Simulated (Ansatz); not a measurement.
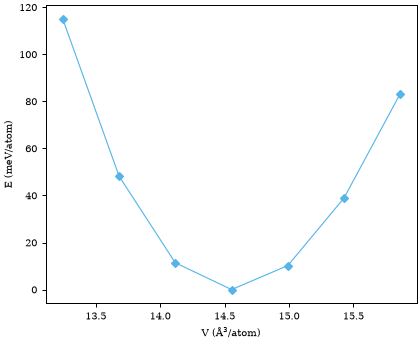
SiMo₃ (A15 (Cr3Si type), Pm-3n) under volume change, plane-wave PAW r²SCAN (Ansatz code), scaled uniformly.

**Question.** What does a third-order Birch–Murnaghan fit give for V₀, B₀ and B′?

**Answer.** V₀ = 14.55 Å³/atom, B₀ = 264 GPa, B′ = 4.4.

Symmetry was held in the r²SCAN relaxation. The run is not spin-polarised.

Potentials: the later of the program's two PAW sets.
